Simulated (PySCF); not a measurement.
# AlO (oxoaluminum): UB3LYP/def2-TZVPPD

Aim: the vertical ionisation energy of AlO (oxoaluminum) at UB3LYP/def2-TZVPPD, from 2 runs. The job is set up through a Python script.

The results are computed with PySCF 2.14.0.

2 further runs of the same task are left out: 2 set aside as unsound or not needed.

## Step 1: The system as given

AlO: 2 atoms, total charge 0, spin state doublet. SMILES: `[O]=[Al]`. Geometry: relaxed at PBE0-D4/def2-TZVP.

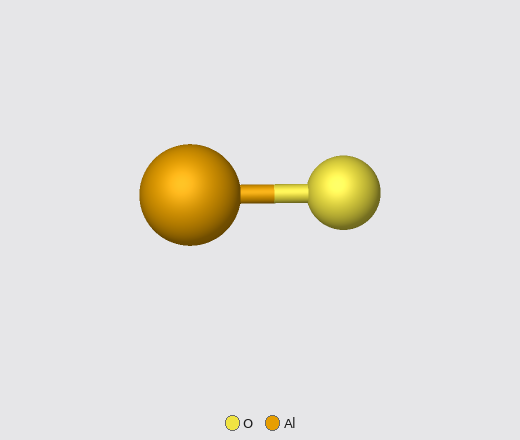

Viewed from a chosen angle; oxygen yellow, aluminium amber.

## Step 2: A single-point energy at UB3LYP/def2-TZVPPD

The input, input.py:

```python
from pyscf import gto, dft

molecule = gto.M(
    atom='''
O      0.000000     0.000000    -0.047092
Al     0.000000     0.000000     3.014056
''',
    max_memory=1860,
    unit='bohr',
    verbose=3,
    basis='def2-tzvppd',
    spin=1,
)

mf = dft.UKS(molecule)
mf.xc = 'b3lyp'
mf.grids.level = 5
mf.conv_tol = 1e-10
mf.kernel()
if not mf.converged:
    mf = mf.newton().run(mf.mo_coeff, mf.mo_occ)

e_tot = mf.e_tot
print('Final energy', e_tot)
```

The run is started by

```bash
$ OMP_NUM_THREADS=1 python input.py
```

Output:

```text
WARN: HOMO -0.235336944785637 >= LUMO -0.235336944785629

converged SCF energy = -317.676209437762  <S^2> = 0.75874049  2S+1 = 2.0087215
Final energy -317.67620943776166
```

Run time: 11 s. Hardware: 1 thread of Arm Neoverse V2, shared host; peak memory 0.41 GiB.

## Step 3: The singlet cation at the same level

The input, start.xyz:

```xyz
2
AlO
O      0.000000     0.000000    -0.024920
Al     0.000000     0.000000     1.594970
```

The input, job.py:

```python
from pyscf import gto, dft

mol = gto.Mole()
mol.atom = 'start.xyz'
mol.verbose = 4
mol.charge = 1
mol.spin = 0
mol.basis = 'def2-tzvppd'
mol.max_memory = 1860
mol.build()

ks = dft.RKS(mol, xc='b3lyp')
ks.grids.level = 5
ks.conv_tol = 1e-10
ks.kernel()
if not ks.converged:
    ks = ks.newton().run(ks.mo_coeff, ks.mo_occ)

etot = ks.e_tot
print('Final energy', etot)
```

The run is started by

```bash
$ OMP_NUM_THREADS=1 python job.py
```

Output:

```text
PySCF version 2.14.0

[INPUT] num. atoms = 2
[INPUT] num. electrons = 20
[INPUT] charge = 1
[INPUT] spin (= nelec alpha-beta = 2S) = 0
[INPUT] symmetry False subgroup None
[INPUT] Mole.unit = angstrom
[INPUT] Symbol           X                Y                Z      unit          X                Y                Z       unit  Magmom
[INPUT]  1 O      0.000000000000   0.000000000000  -0.024920000000 AA    0.000000000000   0.000000000000  -0.047091975024 Bohr   0.0
[INPUT]  2 Al     0.000000000000   0.000000000000   1.594970000000 AA    0.000000000000   0.000000000000   3.014056476898 Bohr   0.0

nuclear repulsion = 33.9741772192433
number of shells = 30
number of NR pGTOs = 124
number of NR cGTOs = 88
basis = def2-tzvppd
ecp = {}

******** <class 'pyscf.dft.rks.RKS'> ********
method = RKS
initial guess = minao
damping factor = 0
level_shift factor = 0
DIIS = <class 'pyscf.scf.diis.CDIIS'>
diis_start_cycle = 1
diis_space = 8
diis_damp = 0
SCF conv_tol = 1e-10
SCF conv_tol_grad = None
SCF max_cycles = 50
direct_scf = True
direct_scf_tol = 1e-13
XC library pyscf.dft.libxc version 7.0.0
    S. Lehtola, C. Steigemann, M. J.T. Oliveira, and M. A.L. Marques.,  SoftwareX 7, 1–5 (2018)
XC functionals = b3lyp
    P. J. Stephens, F. J. Devlin, C. F. Chabalowski, and M. J. Frisch.,  J. Phys. Chem. 98, 11623 (1994)
radial grids:
    Treutler-Ahlrichs [JCP 102, 346 (1995); DOI:10.1063/1.469408] (M4) radial grids

becke partition: Becke, JCP 88, 2547 (1988); DOI:10.1063/1.454033
pruning grids: <function nwchem_prune>
grids dens level: 5
symmetrized grids: False
atomic radii adjust function: <function treutler_atomic_radii_adjust>
small_rho_cutoff = 0
Set gradient conv threshold to 1e-05
Initial guess from minao.
tot grids = 86032
init E= -317.647669060552
  HOMO = -0.442945029546579  LUMO = -0.235336951011774  gap/eV = 5.64930
cycle= 1 E= -316.892031757202  delta_E= 0.756  |g|= 1.22  |ddm|= 1.87
  HOMO = -0.407544213246238  LUMO = -0.280255704196918  gap/eV = 3.46370
cycle= 2 E= -309.678088860329  delta_E= 7.21  |g|= 3.54  |ddm|= 3.66
  HOMO = -0.592949460525956  LUMO = -0.465851192558866  gap/eV = 3.45852
cycle= 3 E= -317.20743789114  delta_E= -7.53  |g|= 0.48  |ddm|= 3.36
  HOMO = -0.535975672160326  LUMO = -0.480541677208663  gap/eV = 1.50844
cycle= 4 E= -317.290453003898  delta_E= -0.083  |g|= 0.154  |ddm|= 0.843
  HOMO = -0.552464397261601  LUMO = -0.48241832943777  gap/eV = 1.90605
cycle= 5 E= -317.291588334719  delta_E= -0.00114  |g|= 0.127  |ddm|= 0.0737
  HOMO = -0.554559777815496  LUMO = -0.481698574576392  gap/eV = 1.98265
cycle= 6 E= -317.292835980444  delta_E= -0.00125  |g|= 0.106  |ddm|= 0.0209
  HOMO = -0.557959545078636  LUMO = -0.482248824180218  gap/eV = 2.06019
cycle= 7 E= -317.294422685869  delta_E= -0.00159  |g|= 0.0669  |ddm|= 0.0281
  HOMO = -0.563836111836282  LUMO = -0.481987611113041  gap/eV = 2.22721
cycle= 8 E= -317.295491022298  delta_E= -0.00107  |g|= 0.00702  |ddm|= 0.0629
  HOMO = -0.563291004416033  LUMO = -0.482034896783837  gap/eV = 2.21109
cycle= 9 E= -317.295502496336  delta_E= -1.15e-05  |g|= 0.0013  |ddm|= 0.00655
  HOMO = -0.563381708111349  LUMO = -0.482035900343028  gap/eV = 2.21353
cycle= 10 E= -317.295502902098  delta_E= -4.06e-07  |g|= 0.000135  |ddm|= 0.00133
  HOMO = -0.563373359964657  LUMO = -0.482039422898865  gap/eV = 2.21321
cycle= 11 E= -317.295502906695  delta_E= -4.6e-09  |g|= 2.57e-05  |ddm|= 0.000133
  HOMO = -0.563374841067283  LUMO = -0.482039665322667  gap/eV = 2.21324
cycle= 12 E= -317.295502906857  delta_E= -1.62e-10  |g|= 5.93e-07  |ddm|= 3.1e-05
  HOMO = -0.563374877873744  LUMO = -0.482039646928399  gap/eV = 2.21324
cycle= 13 E= -317.295502906856  delta_E= 7.39e-13  |g|= 9.94e-08  |ddm|= 9.37e-07
  HOMO = -0.56337483313679  LUMO = -0.482039642116199  gap/eV = 2.21324
Extra cycle  E= -317.295502906857  delta_E= -6.25e-13  |g|= 5.06e-07  |ddm|= 5.09e-07
converged SCF energy = -317.295502906857
Final energy -317.29550290685654
```

Run time: 5.7 s. Hardware: 1 thread of Arm Neoverse V2, shared host; peak memory 0.4 GiB.

## Step 4: What came out

At UB3LYP/def2-TZVPPD:

| quantity | value |
| --- | --- |
| doublet AlO: total energy | -317.67621 Eh |
| doublet AlO: dipole moment | 4.30 D |
| doublet AlO: HOMO energy (highest over α and β) | -7.56 eV |
| doublet AlO: LUMO energy (lowest over α and β) | -4.73 eV |
| doublet AlO: ⟨S²⟩ | 0.759 |
| singlet cation: total energy | -317.29550 Eh |
| singlet cation: HOMO energy | -15.33 eV |
| singlet cation: LUMO energy | -13.12 eV |
| singlet cation: HOMO–LUMO gap | 2.21 eV |
| vertical ionisation energy (to the singlet cation) | 10.360 eV |

In words: Removing an electron at fixed nuclei costs 10.36 eV (239 kcal/mol). Only the singlet of the ionised species was computed; a triplet could lie lower.
